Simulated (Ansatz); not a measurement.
# Ga2O3 (C2/m): refractive index against wavelength

The refractive index of Ga2O3 (C2/m) along x below the direct gap (2.46 eV on the mesh) is read from one computed spectrum, n = √(Re ε). x, y and z are the Cartesian axes of the input cell.

Symmetry: C2/m, No. 12, monoclinic system. Conventional cell: a = 12.214 Å, b = 3.037 Å, c = 5.798 Å, α = 90.00°, β = 103.83°, γ = 90.00°. Around Ga on site i lie 6 O at 1.94 to 2.07 Å. Ga on site i is surrounded by 4 O at 1.83 to 1.86 Å. O on site i is surrounded by 3 Ga at 1.83 to 1.94 Å. O on site i has 4 Ga at 1.86 to 2.07 Å as nearest neighbours. O on site i has 3 Ga at 1.83 to 1.94 Å as nearest neighbours.

Method: Ansatz 0.2.0, PBE, independent particles, k-mesh 8×8×4 with interpolation inside its cells, Gaussian parameter 0.1 eV.

Launch of the response step: `ansatz run input.yaml --threads 4 --pin off --max-ram 8192MiB --backend cpu --events-out ev --progress --plain --runs-dir out`. The run took 1.7 min, on 4 threads of Intel(R) Xeon(R) Platinum 8259CL CPU @ 2.50GHz (Skylake/Cascade Lake), on a shared host.

```tsv
wavelength (nm)	photon energy E (eV)	n
3000	0.413	2.0240
2000	0.620	2.0271
1550	0.800	2.0308
1310	0.946	2.0347
1064	1.165	?
850	1.459	2.0550
```

In the single-oscillator model n² − 1 = E₀E_d/(E₀² − E²), so 1/(n² − 1) = E₀/E_d − E²/(E₀E_d) is linear in E².

Working, on the rows shown:

| x = E² (eV²) | y = 1/(n² − 1) |
| --- | --- |
| 0.170801 | 0.322937 |
| 0.384302 | 0.321633 |
| 0.639837 | 0.320087 |
| 0.895757 | 0.318471 |
| 2.12762 | 0.310268 |

Means: x̄ = 0.84366, ȳ = 0.31868. Σ(x − x̄)(y − ȳ) = -0.01532, Σ(x − x̄)² = 2.357. Slope = -0.01532 / 2.357 = -0.006501; intercept = ȳ − slope · x̄ = 0.32416. Turned back into n, the line misses the rows shown by at most 0.00032.

Question: Fill in the last column of the withheld row.

Answer: At x = 1.3578 the line gives y = 0.31534, that is 2.0424. The run gave 2.0420, so the interpolation is off by 0.00036, 1.1 % of the range in the table.

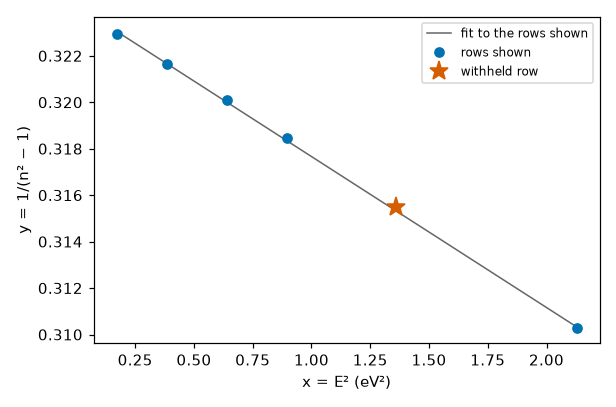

Refitted with all rows, the slope is -0.006477 and the intercept 0.32417. These give E₀ = √(intercept/−slope) = 7.07 eV and E_d = E₀/intercept = 21.8 eV; E₀ is 2.9 times the direct gap. The electronic limit at long wavelengths, without lattice vibrations, is n = √(1 + 1/intercept) = 2.021. Excitons are left out and so are local fields; PBE gaps are as a rule too small. Spin-orbit coupling is left out.

[Logs are printed without paths, hosts, clocks, repeated set-up lines and the standing remarks that a program may print on its own settings, such as how far it seeks lower states.]
